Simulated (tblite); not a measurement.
Run report: C3H8Si, molecular dynamics (part 2 of 2)

C3H8Si; GFN2-xTB Langevin dynamics, gas phase (tblite 0.8.0). 

Geometry of the input (Å):
```
C  0.5055  -0.9844  -0.1019
C  1.1054  0.4371  -0.0755
Si -0.6382  1.2163  0.0064
C  -0.9778  -0.6576  0.1707
H  0.9423  -1.6474  0.6444
H  0.6342  -1.4488  -1.0787
H  1.7204  0.6654  -0.9430
H  1.7187  0.6070  0.8074
H  -1.1158  1.8346  -1.2318
H  -0.9403  2.0645  1.1599
H  -1.2932  -0.9777  1.1618
H  -1.6600  -1.1097  -0.5457
```

**Trajectory as extended XYZ, continued**
```
12
Properties=species:S:1:pos:R:3:forces:R:3 step=20 time_fs=500.0 energy=-331.53125 temperature=382.8
C    -0.4403   -1.1946   -0.1947    0.5310   1.0910  -0.0694
C     0.6527   -0.4334    0.6296   -0.2028  -0.1871   0.1207
Si   -0.6611    0.4051    1.7172    0.1170  -0.0594  -1.1197
C    -1.7071   -0.4733    0.3972    1.3574  -0.3133  -0.4598
H    -0.3741   -2.2925   -0.1191   -0.2797   0.6572   0.0012
H    -0.2870   -0.8366   -1.2329   -0.3165  -0.8604   0.2948
H     1.1580    0.2721   -0.0099    0.4066   0.0254  -0.1615
H     1.4001   -1.0246    1.1680   -0.1998  -0.0391  -0.3710
H    -0.6558    1.8343    1.8366   -0.1061   0.5323   0.0356
H    -0.5907   -0.3003    2.9150   -0.2015  -0.6741   1.7399
H    -2.5216   -1.1041    0.6165   -0.7667  -0.8033   0.5626
H    -2.0624    0.2085   -0.3393   -0.3391   0.6307  -0.5733
12
Properties=species:S:1:pos:R:3:forces:R:3 step=21 time_fs=525.0 energy=-331.54635 temperature=416.4
C    -0.4109   -1.2549   -0.1656    0.3695  -0.3421   0.2697
C     0.6985   -0.6173    0.7021    0.4865   0.7788   0.3797
Si   -0.6040    0.3945    1.7050   -0.8656   0.0594   0.2179
C    -1.6638   -0.6348    0.4531   -0.9411  -1.0449   0.8109
H    -0.4356   -2.3523   -0.0808    0.1512   0.2884   0.1750
H    -0.2831   -1.0682   -1.2004    0.1005   0.4886  -1.0562
H     1.4833    0.0502    0.1914   -1.0844  -1.2908   0.4960
H     1.1881   -1.3707    1.3330    0.2101   0.2970  -0.4098
H    -0.6107    1.8598    1.4513    0.0840  -0.3471   0.0052
H    -1.0160    0.2390    3.1637    0.4489  -0.0786  -0.7870
H    -2.2886   -1.4994    0.8298    0.5223   1.0189   0.2161
H    -2.3861   -0.1090   -0.1720    0.5181   0.1724  -0.3173
12
Properties=species:S:1:pos:R:3:forces:R:3 step=22 time_fs=550.0 energy=-331.56514 temperature=265.4
C    -0.3945   -1.2889   -0.1677    0.4338   0.1702  -1.6982
C     0.6768   -0.7815    0.7820   -0.2626   0.0142   0.3648
Si   -0.5887    0.3239    1.6667    0.5802   0.7762   0.5447
C    -1.6065   -0.7792    0.5381   -3.5078  -0.7715   0.7702
H    -0.3663   -2.3350   -0.4364   -0.0520  -0.5526   0.5290
H    -0.3169   -0.8206   -1.1584    0.1076   0.3388   0.1365
H     1.4787   -0.2366    0.3434    0.7206   0.0396  -0.4763
H     1.0528   -1.5849    1.3788    0.4437  -0.3828   0.3354
H    -0.3789    1.7165    1.1456   -0.2976  -0.4240   0.3230
H    -0.5999    0.2535    3.1447   -0.1680   0.0577  -0.3478
H    -2.2475   -1.6069    1.0522    1.2219   1.1186  -0.5853
H    -2.3946   -0.2585   -0.0664    0.7802  -0.3844   0.1041
12
Properties=species:S:1:pos:R:3:forces:R:3 step=23 time_fs=575.0 energy=-331.46625 temperature=197.2
C    -0.4425   -1.2659   -0.1971    0.1553   1.8377  -0.7585
C     0.7115   -0.8300    0.7874   -3.4589  -1.4463   0.9118
Si   -0.5591    0.3580    1.6565   -0.1808  -1.0227  -0.7378
C    -1.7025   -0.8273    0.6109    0.8760   0.5678   0.5554
H    -0.4358   -2.2456   -0.5861    0.0707  -1.5728   0.3592
H    -0.3322   -0.7018   -1.1716   -0.3760   0.1782   1.0549
H     1.5518   -0.4094    0.3836    1.9105   0.6643  -1.0958
H     0.9292   -1.7401    1.3753    0.2630   0.6849  -0.0132
H    -0.6935    1.7356    1.2599    0.1676   0.4481  -0.2126
H    -0.6248    0.2694    3.0857   -0.0248  -0.0482   0.6439
H    -2.1319   -1.5588    1.3009    0.3750  -0.3930  -0.4062
H    -2.5517   -0.4342    0.0617    0.2222   0.1020  -0.3012
12
Properties=species:S:1:pos:R:3:forces:R:3 step=24 time_fs=600.0 energy=-331.59281 temperature=252.8
C    -0.5227   -1.2584   -0.2078   -0.2388  -0.1464  -1.7942
C     0.6116   -0.8528    0.7498    0.1766  -0.9616   0.3222
Si   -0.5403    0.4041    1.6133   -0.0810  -0.1200   0.3032
C    -1.7181   -0.7684    0.6448    1.1165   0.6985   0.0692
H    -0.5908   -2.3182   -0.5403    0.1569   0.1753   0.9454
H    -0.4101   -0.8091   -1.2359   -0.3132   0.5125   1.1041
H     1.5639   -0.4952    0.3201   -0.5171  -0.4350   0.0952
H     0.7812   -1.7693    1.3727    0.3413   0.9492  -0.2778
H    -0.3672    1.7563    1.0758   -0.0664  -0.0262   0.0203
H    -0.7139    0.4473    3.0902    0.1275  -0.0278  -0.4036
H    -2.0254   -1.5468    1.3086   -0.3481  -0.5936   0.2361
H    -2.5807   -0.3295    0.1918   -0.3542  -0.0249  -0.6201
12
Properties=species:S:1:pos:R:3:forces:R:3 step=25 time_fs=625.0 energy=-331.59101 temperature=251.9
C    -0.6070   -1.2812   -0.1664   -0.0866  -0.5956  -1.3630
C     0.5374   -0.8936    0.7493    1.6209  -0.0656  -0.8572
Si   -0.5363    0.4534    1.5337   -0.0805  -0.5542   1.1153
C    -1.7904   -0.7333    0.6650    0.6019   0.8684  -0.6671
H    -0.6106   -2.3688   -0.4553   -0.3357   0.8287   0.4301
H    -0.4382   -0.7334   -1.1281   -0.6124  -0.2874   0.6265
H     1.4317   -0.5966    0.1030   -0.7972  -0.3783   1.2006
H     0.8222   -1.7324    1.3960    0.0903   0.3796  -0.1074
H    -0.1759    1.7497    0.9987   -0.1943   0.2805  -0.0667
H    -0.6093    0.3848    3.0363    0.0176   0.2139  -0.6265
H    -2.1135   -1.5015    1.3478   -0.4671  -0.0570   0.0414
H    -2.6110   -0.2623    0.0968    0.2429  -0.6330   0.2739
12
Properties=species:S:1:pos:R:3:forces:R:3 step=26 time_fs=650.0 energy=-331.61455 temperature=218.3
C    -0.6945   -1.2975   -0.2083    1.1406  -0.9806   0.1993
C     0.5623   -0.9705    0.6813   -0.2702   0.4759  -0.7397
Si   -0.5189    0.4395    1.4992    0.6707   0.4996  -1.0114
C    -1.7789   -0.6538    0.6364   -0.9978   0.2876  -0.4773
H    -0.8032   -2.4016   -0.2537   -0.0858   0.6102  -0.5487
H    -0.5754   -0.8437   -1.2051   -0.2269  -0.3544   0.4167
H     1.4863   -0.7855    0.0833   -0.7000   0.2027   0.5207
H     0.7918   -1.8241    1.3145   -0.0736   0.1410   0.2339
H    -0.5400    1.7565    0.7814    0.2853  -0.4081   0.1787
H    -0.6413    0.7558    2.8833    0.0816  -0.0630   0.8141
H    -2.2094   -1.3942    1.3128   -0.2682   0.1563  -0.2423
H    -2.5734   -0.1541    0.0287    0.4444  -0.5671   0.6561
12
Properties=species:S:1:pos:R:3:forces:R:3 step=27 time_fs=675.0 energy=-331.57127 temperature=142.4
C    -0.7718   -1.3092   -0.2201    1.1655   0.5658   1.3275
C     0.4838   -0.9470    0.6520    0.6843   0.1712  -1.0426
Si   -0.4724    0.4446    1.4417   -0.4859   0.1541   0.8814
C    -1.8703   -0.6433    0.6199    1.1167   0.6064   0.4811
H    -0.8556   -2.3614   -0.2170   -0.3004  -1.0598  -0.8745
H    -0.6743   -0.7901   -1.1630   -0.1173  -0.5076  -0.3297
H     1.3997   -0.6680    0.0968   -0.5592  -0.0630  -0.1162
H     0.8402   -1.7264    1.3029   -0.3419  -0.4564   0.2660
H    -0.2068    1.6912    0.7417   -0.1049   0.2581   0.0600
H    -0.2365    0.4766    2.9222   -0.3375   0.1781  -0.5276
H    -2.3092   -1.3037    1.3542   -0.1500  -0.2395  -0.0351
H    -2.6290   -0.2223   -0.0017   -0.5694   0.3927  -0.0903
12
Properties=species:S:1:pos:R:3:forces:R:3 step=28 time_fs=700.0 energy=-331.39683 temperature=142.4
C    -0.8299   -1.4035   -0.2410    0.1023   1.3508   1.0206
C     0.4476   -0.9500    0.4677    0.4652   1.1367   0.2573
Si   -0.4994    0.4830    1.4419    0.7763  -0.0120  -0.0498
C    -1.8246   -0.5763    0.6386   -0.1254  -1.0627   0.4845
H    -0.9374   -2.4768   -0.1922   -0.3560  -0.0702  -0.5340
H    -0.7659   -0.9189   -1.2237   -0.4589  -0.8422   0.0051
H     1.3156   -0.8792   -0.1735    0.0562   0.9012  -0.6462
H     0.8792   -1.5948    1.1835   -0.2578  -1.2567   1.2192
H    -0.4247    1.9296    1.1775    0.1272  -0.2138  -0.2818
H    -0.6038    0.4326    2.9179    0.2428  -0.1501  -0.1561
H    -2.3255   -1.1539    1.4396    0.1985  -0.1155  -0.5961
H    -2.5944   -0.0761    0.1147   -0.7704   0.3345  -0.7228
12
Properties=species:S:1:pos:R:3:forces:R:3 step=29 time_fs=725.0 energy=-331.48439 temperature=257.7
C    -0.8534   -1.3736   -0.1588    0.1475  -0.8769  -0.3536
C     0.4643   -0.8375    0.3700    0.8381   0.8015  -0.0934
Si   -0.4197    0.5183    1.3888   -0.5832  -0.3877  -1.5691
C    -1.8895   -0.5259    0.5774   -0.4017  -0.0841   1.7002
H    -0.8945   -2.4308    0.1519   -0.4340   0.2360  -0.6257
H    -0.8616   -1.2430   -1.2459   -0.4312  -0.3829   0.1888
H     1.0879   -0.3945   -0.3987   -0.1835   0.4921  -0.5573
H     1.1799   -1.5725    0.7113   -0.3494  -0.3845   0.9103
H    -0.2093    1.8197    0.7100   -0.1103  -0.1500   0.3309
H    -0.1854    0.4876    2.7856    0.0126   0.1005   0.9645
H    -2.4401   -1.1444    1.3604    0.7668   0.5709  -0.7213
H    -2.7294   -0.0833    0.0225    0.7284   0.0651  -0.1743
12
Properties=species:S:1:pos:R:3:forces:R:3 step=30 time_fs=750.0 energy=-331.60260 temperature=221.1
C    -0.8810   -1.3354   -0.1598    1.4695  -0.3554   0.0065
C     0.5252   -0.6869    0.1490   -0.4090  -0.2211   1.0768
Si   -0.3921    0.5335    1.3363    0.7304  -0.1028   0.6104
C    -1.8236   -0.4569    0.6458   -0.6079   1.0517  -1.2409
H    -0.8170   -2.3606    0.2041   -0.3820  -0.0234   0.0022
H    -1.1115   -1.3553   -1.2050   -0.0805  -0.0605  -0.6321
H     1.1073   -0.2343   -0.6340   -0.3576   0.2446  -0.6625
H     1.2537   -1.3986    0.5875   -0.6496   0.2191   0.0600
H    -0.4028    1.8959    0.8646    0.0612   0.4992  -0.1787
H    -0.2031    0.5803    2.7863    0.1184  -0.1666   0.0103
H    -2.5928   -0.9753    1.1717   -0.1875  -0.3308   0.6270
H    -2.3761    0.2601   -0.0252    0.2946  -0.7540   0.3210
12
Properties=species:S:1:pos:R:3:forces:R:3 step=31 time_fs=775.0 energy=-331.33232 temperature=204.7
C    -0.9004   -1.3560   -0.1794    1.3601   1.4338  -1.5878
C     0.4407   -0.5742    0.0961    0.9754  -0.4392  -1.0299
Si   -0.2975    0.6075    1.3603   -0.6861  -0.0263   0.4981
C    -1.7933   -0.4136    0.6087    0.0103   0.1908   0.4656
H    -0.8635   -2.3885    0.1180   -0.0525  -0.1971   0.5085
H    -1.1051   -1.3755   -1.2729   -0.0145   0.1526   0.5588
H     0.8606   -0.0554   -0.8015   -0.4047  -0.6252   0.4667
H     1.2578   -1.1924    0.5011   -0.2547   0.0564  -0.3146
H    -0.4816    2.0912    1.4091    0.2145  -0.5819  -0.1559
H     0.3451    0.1242    2.6686   -0.6266   0.4555  -0.5316
H    -2.1650   -0.9810    1.4049   -0.8292  -0.8778   1.5610
H    -2.7028   -0.0519    0.1410    0.3081   0.4585  -0.4389
12
Properties=species:S:1:pos:R:3:forces:R:3 step=32 time_fs=800.0 energy=-331.24647 temperature=244.3
C    -0.8822   -1.2533   -0.1142    0.1956  -0.8258  -2.2200
C     0.4754   -0.4749   -0.1527   -1.2767  -0.2067   1.0508
Si   -0.3321    0.5406    1.3382    1.3153   1.1998  -1.3202
C    -1.7835   -0.5202    0.8740   -0.4970  -0.5918  -0.5204
H    -0.7645   -2.3015    0.1256    0.1893  -0.2394   0.3637
H    -1.2437   -1.2734   -1.1720   -0.3564   0.0620   0.6997
H     0.6738   -0.1125   -1.1865    0.0590   0.0558   1.1556
H     1.2605   -1.1451    0.1955    0.2031   0.2665  -0.3120
H    -0.2798    1.9881    0.9371   -0.2260  -0.5002   0.3983
H     0.0769    0.2219    2.6462    0.6322  -0.0948   1.1673
H    -2.4487   -1.1974    1.4581    0.7383   0.7654  -0.1539
H    -2.3849    0.1561    0.3010   -0.9766   0.1093  -0.3088
12
Properties=species:S:1:pos:R:3:forces:R:3 step=33 time_fs=825.0 energy=-331.25806 temperature=278.9
C    -0.9391   -1.3641   -0.1950    0.1113  -0.8069   1.0915
C     0.3007   -0.5097   -0.1097    0.6389   0.3003  -0.7365
Si   -0.2588    0.5483    1.3266   -0.8938  -0.2548   0.9555
C    -1.7581   -0.6400    0.8918    0.6675  -0.8840   2.0419
H    -0.7228   -2.3879    0.1290    0.0973   0.0036   0.2551
H    -1.2626   -1.5242   -1.2039   -0.8908   0.5915  -0.4516
H     0.2624    0.2554   -0.8790    0.4188  -0.2666  -0.7832
H     1.1858   -1.1108   -0.1937    0.6906   0.2347   0.0417
H    -0.5476    1.9478    1.1135   -0.0499   0.4583  -0.3520
H     0.3879    0.6056    2.6512   -0.0488  -0.4078  -0.1447
H    -1.8519   -1.3072    1.8566   -0.3138   0.8765  -1.8763
H    -2.7242   -0.2758    0.6160   -0.4272   0.1553  -0.0413
12
Properties=species:S:1:pos:R:3:forces:R:3 step=34 time_fs=850.0 energy=-331.44502 temperature=299.7
C    -0.9545   -1.4245   -0.0847    0.6684  -0.7202   0.0906
C     0.2828   -0.5037   -0.3002   -1.3665   0.2401   2.0952
Si   -0.3006    0.5345    1.3097    0.6186  -0.4859  -0.5100
C    -1.6881   -0.7511    1.1000    0.1217   0.7287  -1.1368
H    -0.6791   -2.4780    0.0516    0.2482   0.2186   0.5596
H    -1.5349   -1.4825   -0.9742   -0.8571   0.3213  -0.7281
H     0.3689   -0.0390   -1.2566   -0.1005   0.2204  -0.4408
H     1.1466   -1.0821   -0.0817    0.9358  -0.1626  -0.0163
H    -0.6847    1.9762    1.1644    0.2769  -0.6023   0.1323
H     0.4987    0.0903    2.4793   -0.0158   0.4647  -0.2064
H    -2.1078   -1.3204    1.9253    0.1822  -0.1364  -0.3494
H    -2.4616   -0.1983    0.5720   -0.7119  -0.0864   0.5100
12
Properties=species:S:1:pos:R:3:forces:R:3 step=35 time_fs=875.0 energy=-331.51934 temperature=436.2
C    -0.9547   -1.5321    0.0482    1.0955   0.2348  -0.9169
C     0.2739   -0.5120   -0.2579   -1.7927  -0.2047   0.0804
Si   -0.2639    0.4745    1.2717   -0.7204   0.7435  -0.3176
C    -1.7653   -0.7619    1.1302    0.3532   0.7121  -1.3047
H    -0.5963   -2.4644    0.4960    0.1803   0.1617  -0.2264
H    -1.4434   -1.8049   -0.9095   -0.1086   0.3026   0.7014
H     0.0711    0.0702   -1.1888    0.1666  -0.6387   0.5966
H     1.2783   -0.9138   -0.3132   -0.1788  -0.2629  -0.0065
H    -0.4234    1.9459    1.1050   -0.0833  -0.4094   0.0242
H     0.5564    0.2606    2.4382    0.2020  -0.1354   0.4226
H    -1.8048   -1.3364    2.0151   -0.2230  -0.6982   0.9453
H    -2.8263   -0.5266    0.8654    1.1092   0.1946   0.0016
12
Properties=species:S:1:pos:R:3:forces:R:3 step=36 time_fs=900.0 energy=-331.38298 temperature=307.0
C    -0.9024   -1.6345    0.1109    1.0829  -0.5045  -1.6196
C     0.1568   -0.5764   -0.2804    0.6881   0.1339   0.1976
Si   -0.1922    0.5038    1.3017    0.8421  -0.6143   0.5074
C    -1.5482   -0.7765    1.1253   -2.8173  -0.2663   1.0759
H    -0.4412   -2.5226    0.6234   -0.3625   0.6624  -0.8247
H    -1.5625   -1.9556   -0.7640    0.8892   0.1714   1.1427
H    -0.1058   -0.0560   -1.1934   -0.0635   0.0448  -0.1624
H     1.1779   -0.9173   -0.3876    0.1651  -0.3311  -0.1922
H    -0.4734    1.8885    0.9866   -0.1046   0.2930   0.0173
H     0.5559    0.4102    2.6287   -0.2641   0.0164  -0.9059
H    -2.0019   -1.4510    1.8433    0.0306   0.4203   1.0002
H    -2.4174   -0.2446    0.7222   -0.0861  -0.0259  -0.2365
12
Properties=species:S:1:pos:R:3:forces:R:3 step=37 time_fs=925.0 energy=-331.38748 temperature=314.0
C    -0.7715   -1.6485    0.2386   -1.3032  -0.7923  -0.1731
C     0.2159   -0.6429   -0.2654    0.6033   1.2076   0.1260
Si   -0.1409    0.4770    1.2602   -0.1221  -0.7541   0.3185
C    -1.6209   -0.8083    1.2773    0.2675  -2.1417   0.6017
H    -0.2335   -2.4927    0.7274   -0.6665   0.4548  -0.4281
H    -1.3903   -1.9731   -0.6316    0.2506  -0.4742   0.8601
H    -0.1556   -0.0946   -1.1349    0.0089  -0.2847  -0.1433
H     1.1760   -1.0860   -0.5441   -0.0476   0.3587   0.2567
H    -0.3388    1.9031    0.9964   -0.0714  -0.0725   0.0865
H     0.8188    0.1791    2.3528   -0.2780   0.2075  -0.1524
H    -1.9290   -1.5010    2.1818    1.0957   1.5051  -1.1217
H    -2.6141   -0.6380    0.8659    0.2626   0.7859  -0.2309
12
Properties=species:S:1:pos:R:3:forces:R:3 step=38 time_fs=950.0 energy=-331.40257 temperature=301.3
C    -0.7929   -1.7816    0.3826    0.0017   3.6253  -0.2441
C     0.2143   -0.7404   -0.2459   -0.0041   0.7175  -0.0786
Si   -0.0999    0.4448    1.2224    0.4194   1.7279  -0.1919
C    -1.5237   -0.7388    1.3414   -0.1799  -2.0394   1.0716
H    -0.1885   -2.4971    0.8371    0.3557  -1.2433   0.9313
H    -1.4530   -2.1407   -0.3422   -0.9115  -0.9439  -0.8857
H     0.0847   -0.2858   -1.2657   -0.4342  -0.8528   0.9130
H     1.2180   -1.1090   -0.2150    0.6284  -0.3670  -0.2594
H    -0.4315    1.9170    1.1351    0.1322  -0.6840  -0.1520
H     0.9533    0.3791    2.2478   -0.1012  -0.1440  -0.0092
H    -1.7327   -1.0860    2.3891    0.1641  -0.0923  -0.8902
H    -2.4912   -0.4856    0.9376   -0.0707   0.2960  -0.2049
12
Properties=species:S:1:pos:R:3:forces:R:3 step=39 time_fs=975.0 energy=-331.44417 temperature=340.8
C    -0.8612   -1.8280    0.4713    1.2478   0.7515  -1.5530
C     0.2290   -0.8706   -0.1782   -0.5505  -0.5457   0.0961
Si   -0.0556    0.4508    1.1615    0.3384  -1.6871   0.7666
C    -1.4877   -0.8402    1.4116    0.0179   2.0800  -1.1209
H    -0.3326   -2.5710    1.0509   -0.0829  -0.3932  -0.0717
H    -1.4896   -2.2756   -0.3098    0.0192  -0.0515   0.4680
H    -0.1199   -0.4535   -1.1229    0.0177  -0.3343  -0.1423
H     1.1936   -1.3429   -0.3543   -0.0925   0.0439   0.0739
H    -0.6521    1.5459    0.4821   -0.0778   1.1320  -0.0673
H     0.9944    0.4117    2.2025   -0.2757   0.3688  -0.2114
H    -1.7784   -1.2674    2.3037   -0.4444  -0.6646   1.9689
H    -2.3517   -0.2746    1.0289   -0.1171  -0.6997  -0.2069
12
Properties=species:S:1:pos:R:3:forces:R:3 step=40 time_fs=1000.0 energy=-331.37421 temperature=248.9
C    -0.8606   -1.8404    0.5465   -0.0472  -2.2566  -2.0412
C     0.2411   -1.0255   -0.2032    0.3806  -0.0935   1.5492
Si   -0.0926    0.4454    1.0714    0.0338   0.1818  -0.8896
C    -1.4778   -0.8534    1.4407   -0.2324   2.5041   1.6946
H    -0.4499   -2.7231    1.1063   -0.3980   0.6809  -0.6209
H    -1.6229   -2.1938   -0.2214    0.8912  -0.1082   0.8757
H    -0.1381   -0.8643   -1.1868    0.1876   0.4451  -0.6910
H     1.2667   -1.4905   -0.2693   -1.1208   0.4487   0.1501
H    -0.2745    1.8591    0.6297   -0.3336  -0.4797  -0.3156
H     0.7855    0.7903    2.1758    0.3587  -0.4566   0.3418
H    -1.3756   -1.1202    2.4885   -0.3464  -0.2033   0.1963
H    -2.5150   -0.4805    1.3023    0.6266  -0.6626  -0.2493
```

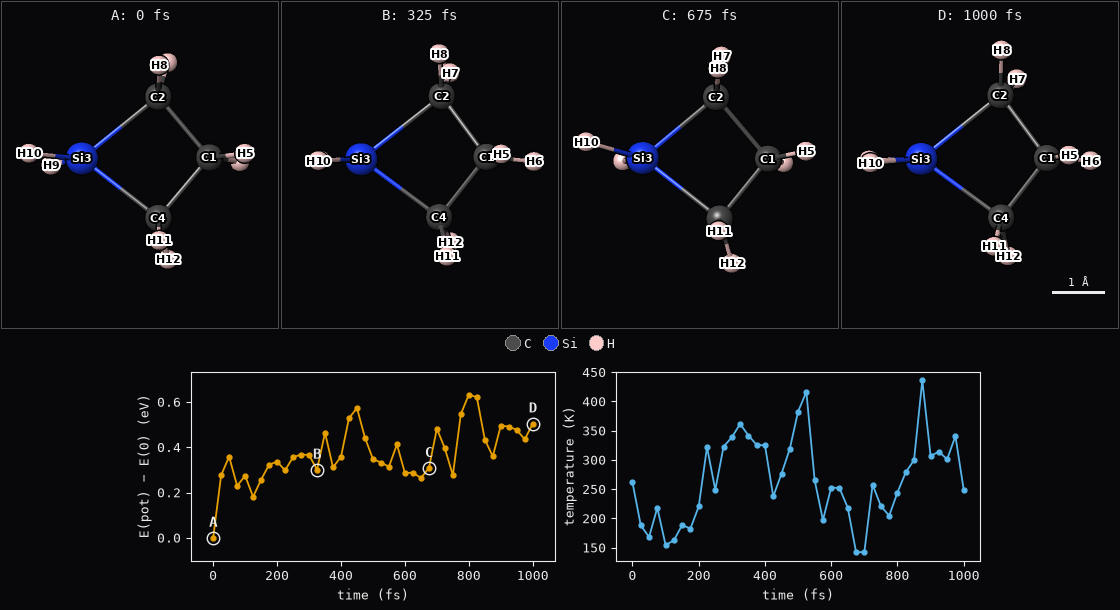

**Figure 1.** Frames of the molecular dynamics (ball-and-stick, seen on its broad side) above the curves, on which the letters mark them. The trajectory kept here has 41 frames over 1000 fs. The temperature starts at 262 K, ranges from 142 to 436 K and averages 273 K over the second half. The potential energy ends 0.505 eV above its first value. After an unweighted best fit of the last frame on the first, the root-mean-square displacement is 0.32 Å, and H9 has moved furthest (0.52 Å).

**Summary**

- outcome: finished
- mean temperature over the second half: 273 K
- trajectory: 41 frames kept, 1000 fs
- wall time: 7.9 s
- peak memory: 0.18 GiB
